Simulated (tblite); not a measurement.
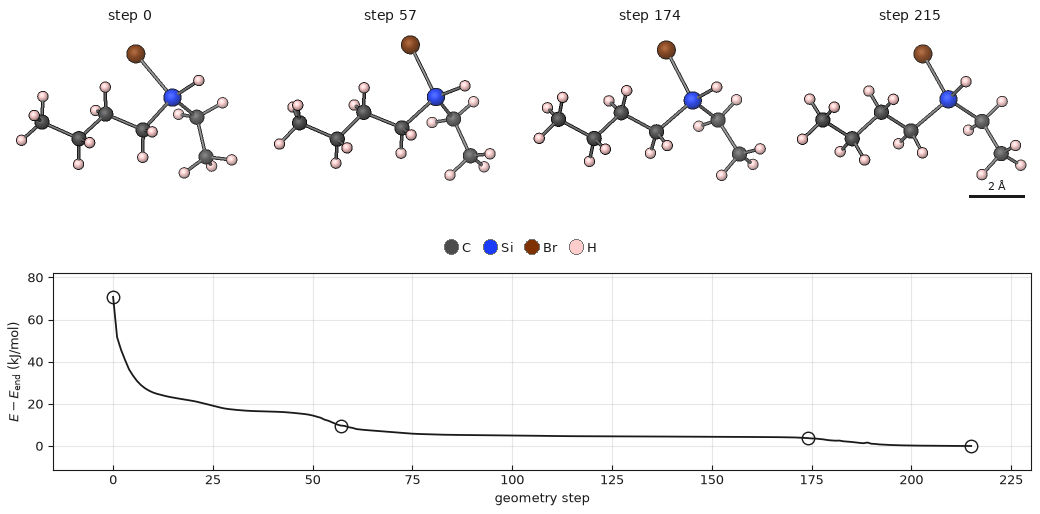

Frames of a relaxation of C6H15BrSi, marked on the history of the run. A ball-and-stick model, seen from a free direction.

Level of theory: tblite, GFN2-xTB geometry optimisation, gas phase. 

> What happens along the run?

The atom that moves furthest after the best rigid fit is an H atom (1.57 Å). Largest moves by element: H 1.57 Å, C 0.86 Å, Br 0.71 Å, Si 0.39 Å. Near-neighbour distances that change, for instance: C–Si 1.842 → 1.897 Å, C–H 1.133 → 1.088 Å, Br–Si 2.267 → 2.237 Å, H–Si 1.489 → 1.462 Å. Bond angles that change, for instance: C–C–Si 106.9° → 113.3°, C–C–H 104.8° → 110.8°, Si–C–H 114.5° → 110.0°. Groups turn about C–C by about 55°, C–Si by about 55°, C–Si by about 30°. After 215 geometry steps the energy has fallen by 70.8 kJ/mol. The run took 3.8 s on 1 thread of Arm Neoverse N1 (shared host). From step 0 to 57: Br and H atoms move most (0.68 Å), energy −61.1 kJ/mol. From step 57 to 174: H atoms move most (0.58 Å), energy −5.97 kJ/mol. From step 174 to 215: Br and H atoms move most (0.77 Å), energy −3.74 kJ/mol.

| step | E − E(0), kJ/mol |
| --- | --- |
| 0 | 0.00 |
| 1 | -19.15 |
| 2 | -25.18 |
| 3 | -29.96 |
| 4 | -34.43 |
| 5 | -37.41 |
| 6 | -39.95 |
| 7 | -41.91 |
| 8 | -43.39 |
| 9 | -44.52 |
| 10 | -45.39 |
| 21 | -49.78 |
| 32 | -53.84 |
| 42 | -54.62 |
| 53 | -58.30 |
| 64 | -63.32 |
| 75 | -64.95 |
| 86 | -65.53 |
| 96 | -65.67 |
| 107 | -65.97 |
| 118 | -66.16 |
| 129 | -66.24 |
| 139 | -66.31 |
| 150 | -66.43 |
| 161 | -66.52 |
| 172 | -66.82 |
| 183 | -68.56 |
| 193 | -70.15 |
| 204 | -70.66 |
| 215 | -70.78 |
